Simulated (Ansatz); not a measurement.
**HSE06/aug-cc-pVDZ run of C2H2F2 (vinylidene fluoride)**

What is the electronic atomisation energy of C2H2F2 (vinylidene fluoride) at HSE06/aug-cc-pVDZ? 

The calculation is run with Ansatz 0.2.0.

## (1) The structure to begin with

C2H2F2 has 6 atoms, charge 0, and is taken as a singlet. As SMILES, `C=C(F)F`. The shape is that of a PBE0-D4/def2-TZVP optimisation.

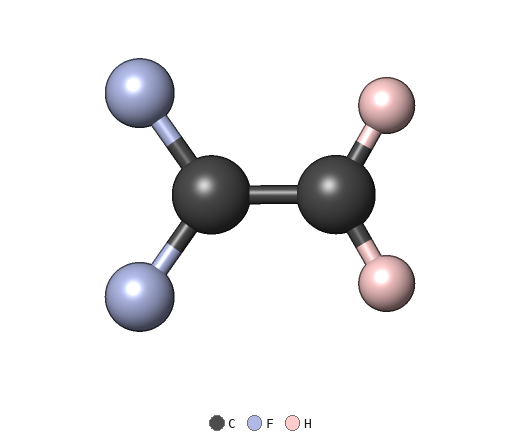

Viewed from a chosen angle; carbon dark grey, fluorine light blue, hydrogen pink.

## (2) The energy at HSE06/aug-cc-pVDZ

File input.yaml:

```yaml
crystal:
  periodic: [false, false, false]
  atoms:
    - {symbol: C, position_ang: [-0.115900, 0.471000, -0.544400]}
    - {symbol: C, position_ang: [0.105000, -0.394600, 0.420100]}
    - {symbol: F, position_ang: [-0.454900, -0.363600, 1.607600]}
    - {symbol: F, position_ang: [0.919200, -1.422100, 0.343000]}
    - {symbol: H, position_ang: [0.394200, 0.360600, -1.488400]}
    - {symbol: H, position_ang: [-0.805600, 1.284800, -0.384200]}
basis:
  gaussian: {orbitals: aug-cc-pVDZ}
accuracy: high
output: {orbitals: {seedname: orbitals}}
hamiltonian: {xc: {name: HSE06}}
```

Started as:

```console
ansatz run input.yaml --threads 1 --pin off --max-ram 3480MiB --events-out events.jsonl --progress --plain --runs-dir runs
```

Log:

```text
Warning: RAYON_NUM_THREADS=1 ignored (pool sized by the plan → 1); use --threads N
Functional definition: HSE06
  name "HSE06"
  parameter a = 0.25
  parameter omega = 0.11/bohr
  exchange = pbe_x - a*pbe_x_sr(omega) + a*exact_x_sr(omega)
  correlation = pbe_c
2192 factors; integrals over basis functions are off by at most 3.1e-9 eV
121 factors; integrals over basis functions are off by at most 8.6e-10 eV
mean field evaluation 1: about -7526.5118 eV, gradient 5.1e1 eV
mean field evaluation 2: about -7522.1738 eV, gradient 6.1e1 eV
mean field evaluation 4: about -7532.3538 eV, gradient 2.3e0 eV
mean field evaluation 8: about -7532.3643 eV, gradient 2.0e-1 eV
mean field evaluation 16: about -7532.3644 eV, gradient 6.1e-6 eV
mean field -7532.36437028 eV, -276.8092849878 hartree, gradient 6.9e-8 eV, S^2 0.000000; 0 other end points of the search recorded, 0 dependent functions left out
reference -7532.36437738 eV, -276.8092852486 hartree; 16, 16 occupied and 94, 94 virtual orbitals, 2192 factors
Total energy: -7532.36437738 eV, -276.8092852486 hartree
```

It took 8.7 s on 1 thread of Arm Neoverse V1, shared host; peak memory 0.35 GiB.

## (3) The C atom, same level

File molecule.yaml:

```yaml
crystal:
  periodic: [false, false, false]
  atoms:
    - {symbol: C, position_ang: [0.000000, 0.000000, 0.000000]}
basis:
  gaussian:
    orbitals: aug-cc-pVDZ
total_charge: 0
magnetization:
  spin_polarized: true
  initial_magnetization: 2
hamiltonian:
  xc: {name: HSE06}
accuracy: high
```

Started as:

```console
ansatz run molecule.yaml --threads 1 --pin off --max-ram 3480MiB --events-out events.jsonl --progress --plain --runs-dir runs
```

Log:

```text
Warning: RAYON_NUM_THREADS=1 ignored (pool sized by the plan → 1); use --threads N
Functional definition: HSE06
  name "HSE06"
  parameter a = 0.25
  parameter omega = 0.11/bohr
  exchange = pbe_x - a*pbe_x_sr(omega) + a*exact_x_sr(omega)
  correlation = pbe_c
195 factors; integrals over basis functions are off by at most 2.5e-9 eV
51 factors; integrals over basis functions are off by at most 8.6e-10 eV
mean field evaluation 1: about -1028.4055 eV, gradient 4.6e0 eV
mean field evaluation 2: about -1028.5242 eV, gradient 1.7e0 eV
mean field evaluation 4: about -1028.5474 eV, gradient 3.1e-1 eV
mean field evaluation 8: about -1028.5476 eV, gradient 1.6e-4 eV
mean field -1028.54764346 eV, -37.7984287226 hartree, gradient 2.0e-8 eV, S^2 2.003629; 0 other end points of the search recorded, 0 dependent functions left out
reference -1028.54764734 eV, -37.7984288653 hartree; 4, 2 occupied and 19, 21 virtual orbitals, 195 factors
Total energy: -1028.54764734 eV, -37.7984288653 hartree
```

Run time: 0.59 s. Hardware: 1 thread of Arm Neoverse V1, shared host.

## (4) The F atom, same level

File job.yaml:

```yaml
crystal:
  periodic: [false, false, false]
  atoms:
    - {symbol: F, position_ang: [0.000000, 0.000000, 0.000000]}
basis:
  gaussian:
    orbitals: aug-cc-pVDZ
magnetization:
  spin_polarized: true
  initial_magnetization: 1
hamiltonian:
  xc: hse06
accuracy: high
```

Started as:

```console
ansatz run job.yaml --threads 1 --pin off --max-ram 3480MiB --events-out events.jsonl --progress --plain --runs-dir runs
```

Log:

```text
Warning: RAYON_NUM_THREADS=1 ignored (pool sized by the plan → 1); use --threads N
Functional definition: HSE06
  name "HSE06"
  parameter a = 0.25
  parameter omega = 0.11/bohr
  exchange = pbe_x - a*pbe_x_sr(omega) + a*exact_x_sr(omega)
  correlation = pbe_c
199 factors; integrals over basis functions are off by at most 2.8e-9 eV
38 factors; integrals over basis functions are off by at most 2.5e-9 eV
mean field evaluation 1: about -2711.3397 eV, gradient 4.9e0 eV
mean field evaluation 2: about -2711.3988 eV, gradient 1.9e0 eV
mean field evaluation 4: about -2711.4107 eV, gradient 2.8e-2 eV
mean field evaluation 8: about -2711.4102 eV, gradient 2.6e-4 eV
mean field -2711.41024278 eV, -99.6424885625 hartree, gradient 1.2e-8 eV, S^2 0.751629; 0 other end points of the search recorded, 0 dependent functions left out
reference -2711.41024518 eV, -99.6424886506 hartree; 5, 4 occupied and 18, 19 virtual orbitals, 199 factors
Total energy: -2711.41024518 eV, -99.6424886506 hartree
```

It took 0.55 s on 1 thread of Arm Neoverse V1, shared host.

## (5) The H atom

File molecule.yaml:

```yaml
crystal:
  periodic: [false, false, false]
  atoms:
    - {symbol: H, position_ang: [0.000000, 0.000000, 0.000000]}
basis:
  gaussian:
    orbitals: aug-cc-pVDZ
accuracy: high
magnetization:
  spin_polarized: true
  initial_magnetization: 1
hamiltonian:
  xc: {name: HSE06}
```

Started as:

```console
ansatz run molecule.yaml --threads 1 --pin off --max-ram 3480MiB --events-out events.jsonl --progress --plain --runs-dir runs
```

Log:

```text
Warning: RAYON_NUM_THREADS=1 ignored (pool sized by the plan → 1); use --threads N
Functional definition: HSE06
  name "HSE06"
  parameter a = 0.25
  parameter omega = 0.11/bohr
  exchange = pbe_x - a*pbe_x_sr(omega) + a*exact_x_sr(omega)
  correlation = pbe_c
42 factors; integrals over basis functions are off by at most 4.4e-8 eV
23 factors; integrals over basis functions are off by at most 2.8e-10 eV
mean field evaluation 1: about -13.6160 eV, gradient 5.7e-2 eV
mean field evaluation 2: about -13.6153 eV, gradient 3.8e-2 eV
mean field evaluation 4: about -13.6153 eV, gradient 6.8e-6 eV
mean field evaluation 8: about -13.6153 eV, gradient 4.3e-11 eV
mean field -13.61528801 eV, -0.5003526057 hartree, gradient 1.9e-8 eV, S^2 0.750000; 0 other end points of the search recorded, 0 dependent functions left out
reference -13.61529384 eV, -0.5003528198 hartree; 1, 0 occupied and 8, 9 virtual orbitals, 42 factors
Total energy: -13.61529384 eV, -0.5003528198 hartree
```

Wall time 0.27 s (1 thread of Arm Neoverse V1, shared host).

## (6) Outcome

Level: HSE06/aug-cc-pVDZ.

| quantity | value |
| --- | --- |
| molecule: total energy | -276.80929 Eh |
| molecule: HOMO energy | -7.38 eV |
| molecule: LUMO energy | -0.22 eV |
| molecule: HOMO–LUMO gap | 7.16 eV |
| C atom: total energy | -37.79843 Eh |
| C atom: ⟨S²⟩ | 2.004 |
| F atom: total energy | -99.64249 Eh |
| F atom: ⟨S²⟩ | 0.752 |
| H atom: total energy | -0.50035 Eh |
| H atom: ⟨S²⟩ | 0.750 |
| electronic atomisation energy | 25.218 eV |

What this shows: Taking the molecule apart into free atoms costs 25.22 eV (2433 kJ/mol), before zero-point energy and without spin-orbit coupling.
